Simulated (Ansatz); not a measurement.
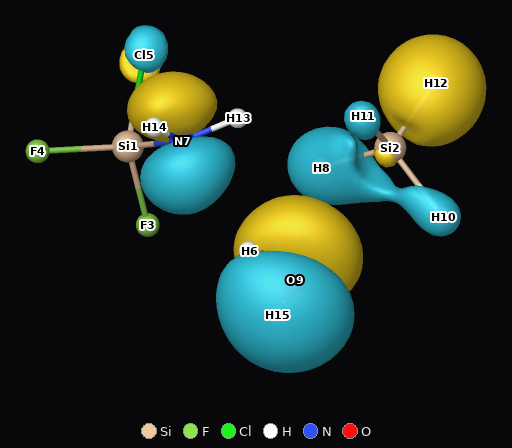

ClF2H2NSi···SiH4···H2O. The HOMO at ±0.08 Å⁻³ᐟ² (yellow and cyan are the two phases), seen at a tilt.

The product side of a reaction path; geometry: PBE0-D4/def2-TZVP.

Computed with RKS PBE0-D4/def2-TZVPP in Ansatz.

```
atom    x (Å)    y (Å)    z (Å)
  Si  -1.2931   0.0564  -1.7443
  Si   0.2700  -0.2194   2.3844
   F  -1.0770   1.5566  -1.3002
   F  -1.5506   0.0634  -3.3000
  Cl  -2.9468  -0.5905  -0.7811
   H   1.4720   0.6138  -0.6802
   N   0.0998  -0.8558  -1.4649
   H  -0.6665   0.6325   1.6103
   O   1.8425   1.0894   0.0749
   H   1.3843   0.5696   2.9527
   H   0.7852  -1.3132   1.5163
   H  -0.4947  -0.8588   3.4899
   H   0.2591  -1.2667  -0.5557
   H   0.4320  -1.4544  -2.2054
   H   1.4836   1.9772   0.0032
```

**Describe this orbital and give its energy.**

Its weight (Hirshfeld) is mainly on O9 (about 65 %), N7 (about 10 %) and Si2 (about 5 %). Its energy is −8.71 eV.
